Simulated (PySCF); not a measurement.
System: AlO (charge +1, triplet).

```yaml
atoms:
  - { symbol: Al, position_ang: [0.0000, 0.0000, -0.6588] }
  - { symbol: O, position_ang: [0.0000, 0.0000, 1.1112] }
```

Computed with PySCF 2.14.0, PBE0/def2-SVPD, non-relativistic Hamiltonian with scalar-relativistic core potentials where named, at a bond length of 1.770 Å.

What can the converged electron density, electron localisation function and spin density tell about the bonding?

Answer. Al–O (1.77 Å): the density is about 0.75 e/Å³ at the midpoint; the ELF peaks at about 0.85 in the valence shell of O, 0.6 Å from its nucleus, and is about 0.45 at the midpoint.
The unpaired spin (2 electrons) lies mostly on O2 (about 1.1) and Al1 (about 0.9), in electrons by Hirshfeld's partition.

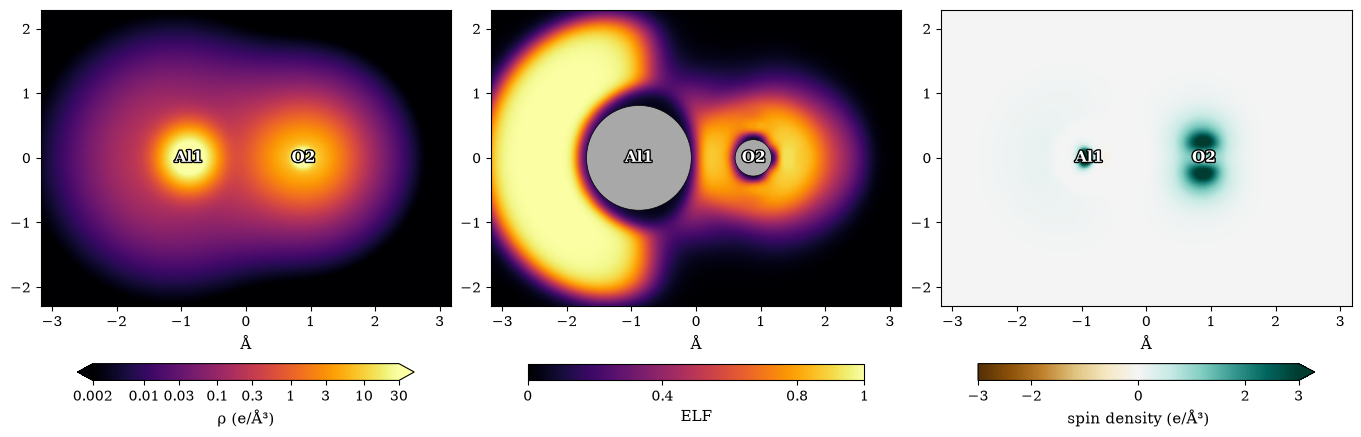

Computed electron density, electron localisation function and spin density on a plane that holds the molecular axis, in this order. Grey discs cover the atomic cores in the ELF map. 
